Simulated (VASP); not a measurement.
Band structure of Ag2O (cuprite). These are rev-vdW-DF2, VASP's PBE PAW potentials (set 64) (plane waves; VASP) values and carry that method's errors.

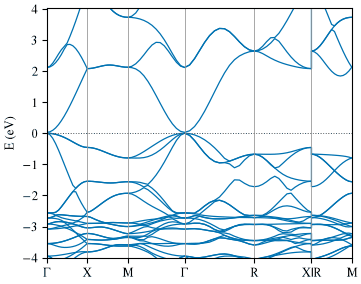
Figure: Bands along high-symmetry lines, zero at the valence-band maximum or, without a gap, the Fermi level

Problem. Read the plot: is there a gap, and where are the band edges?

Solution. The gap is direct, 0.03 eV, from the valence maximum at Γ to the conduction minimum at Γ. (Edges off the drawn lines would not show.)

The compound is Ag2O in the cuprite structure. It was relaxed first.
